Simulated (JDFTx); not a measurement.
System: Ir(111) (Fm-3m bulk; lattice of mp-101, not re-optimised at this level), 1x1 cell of 6 atoms in 6 planes, area 6.43 Å² a face, 11.1 Å between the outermost planes in a cell 27.1 Å high; k mesh 10×10×1, Fermi width 0.01 Ha, no spin polarisation.

All numbers are PBE, GBRV ultrasoft potentials, plane waves to 20/100 Ha results from a modified build of JDFTx, not measurements. Liquid on both sides: linear PCM (GLSSA13), water, 1 M KCl; nuclei fixed. The electron chemical potential μ is absolute (zero in the bulk liquid) and is turned into a potential by U = −μ/e − 4.44 V vs SHE, a convention.

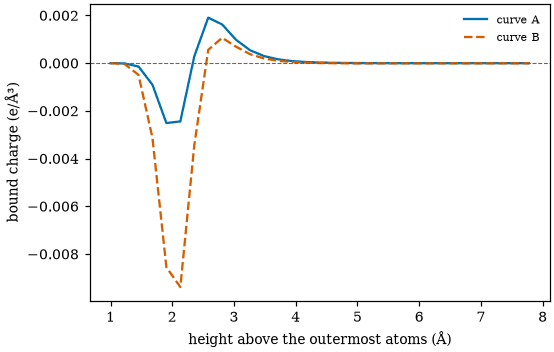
Figure: Plane-averaged bound charge of the liquid for two states of the electrode

**Question.** One curve is the neutral slab. Which, and what is the sign of the other's charge?

**Answer.** Curve A is neutral (potential of zero charge, 0.81 V). Curve B is positively charged, 8.0 μC/cm² at 1.34 V.
